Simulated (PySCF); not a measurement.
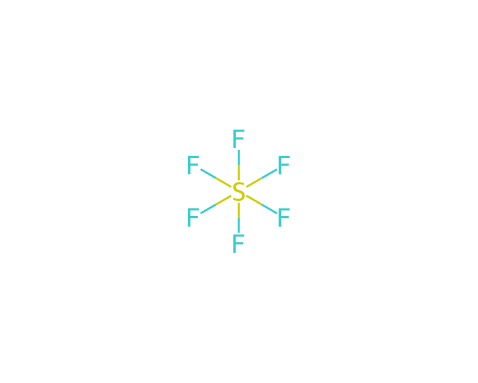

The computed structure is the end point of a PBE0-D3(BJ)/def2-SVP optimisation. No frequency run is at hand to confirm it as a minimum. Program: PySCF 2.14.0.

Compare lowest singlet excitation (eV), HOMO–LUMO gap (eV) at these levels: BHandHLYP/def2-SVPD; CAM-B3LYP/def2-SVPD; LC-wPBE/def2-SVPD; PBE0/6-31+G*; PBE0/6-31G*; PBE0/aug-cc-pVDZ; PBE0/def2-SVP; PBE0/def2-TZVP; PBE0/def2-TZVPD; ωB97X-D/def2-SVPD.

```json
{"level": "BHandHLYP/def2-SVPD", "lowest singlet excitation (eV)": "9.61", "HOMO–LUMO gap (eV)": "14.04"}
{"level": "CAM-B3LYP/def2-SVPD", "lowest singlet excitation (eV)": "8.65", "HOMO–LUMO gap (eV)": "13.17"}
{"level": "LC-wPBE/def2-SVPD", "lowest singlet excitation (eV)": "8.96", "HOMO–LUMO gap (eV)": "15.82"}
{"level": "PBE0/6-31+G*", "lowest singlet excitation (eV)": "8.33", "HOMO–LUMO gap (eV)": "10.37"}
{"level": "PBE0/6-31G*", "lowest singlet excitation (eV)": "8.51", "HOMO–LUMO gap (eV)": "10.62"}
{"level": "PBE0/aug-cc-pVDZ", "lowest singlet excitation (eV)": "8.31", "HOMO–LUMO gap (eV)": "10.34"}
{"level": "PBE0/def2-SVP", "lowest singlet excitation (eV)": "8.62", "HOMO–LUMO gap (eV)": "10.72"}
{"level": "PBE0/def2-TZVP", "lowest singlet excitation (eV)": "8.70", "HOMO–LUMO gap (eV)": "10.79"}
{"level": "PBE0/def2-TZVPD", "lowest singlet excitation (eV)": "8.63", "HOMO–LUMO gap (eV)": "10.66"}
{"level": "ωB97X-D/def2-SVPD", "lowest singlet excitation (eV)": "8.70", "HOMO–LUMO gap (eV)": "14.40"}
```
